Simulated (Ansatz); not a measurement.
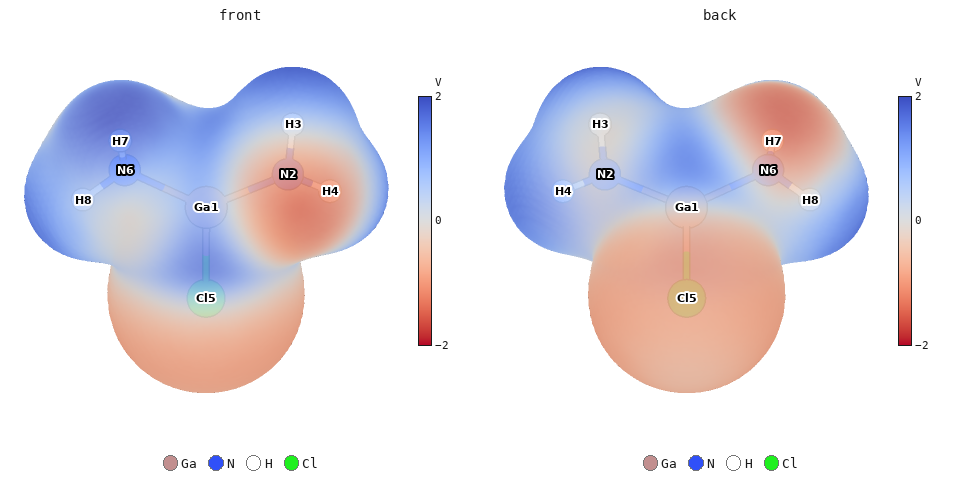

The picture shows: ClGaH4N2. The molecular electrostatic potential painted on the density surface at 0.002 e/bohr³, seen from the front and from behind; red is negative and blue positive.

Theory: RKS PBE-D4/def2-SVP (Ansatz).

```xyz
8

Ga   -0.1071    0.0784    0.0636
N     0.0025   -0.2659    1.8524
H    -0.8030   -0.0788    2.4543
H     0.8724   -0.0267    2.3338
Cl    1.7499    0.4384   -0.9998
N    -1.6534    0.1443   -0.9045
H    -2.4745   -0.3675   -0.5726
H    -1.5790    0.0777   -1.9222
```

Q: Where is the surface potential most negative and most positive?

A: The most negative region (about −1.2 V, or −28 kcal/mol for a unit charge) lies over N2 and N6, the most positive (about +1.7 V, or +39 kcal/mol for a unit charge) over H3 and H7.
